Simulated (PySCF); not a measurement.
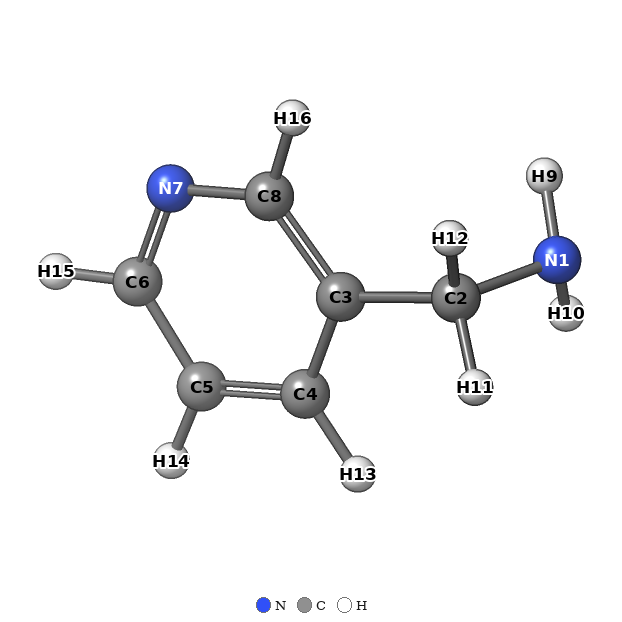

The computed structure is the end point of a GFN2-xTB optimisation. No frequency run is at hand to confirm it as a minimum. Electric field gradients from the ground-state density, B3LYP/pcJ-1 (PySCF 2.14.0), non-relativistic apart from any core potentials.

Give the largest field-gradient component, the quadrupole coupling constant and the asymmetry for 14N at N1 (Q = 20.44 mb), 14N at N7 (Q = 20.44 mb), 2H at H9 (Q = 2.86 mb), 2H at H10 (Q = 2.86 mb), 2H at H11 (Q = 2.86 mb), 2H at H12 (Q = 2.86 mb).

```json
{"atom": "N1", "V_zz (a.u.)": "−1.181", "e²qQ/h (MHz)": "−5.67", "η": "0.14"}
{"atom": "N7", "V_zz (a.u.)": "−1.164", "e²qQ/h (MHz)": "−5.59", "η": "0.41"}
{"atom": "H9", "V_zz (a.u.)": "0.382", "e²qQ/h (MHz)": "0.257", "η": "0.18"}
{"atom": "H10", "V_zz (a.u.)": "0.383", "e²qQ/h (MHz)": "0.257", "η": "0.18"}
{"atom": "H11", "V_zz (a.u.)": "0.286", "e²qQ/h (MHz)": "0.192", "η": "0.02"}
{"atom": "H12", "V_zz (a.u.)": "0.286", "e²qQ/h (MHz)": "0.193", "η": "0.02"}
```
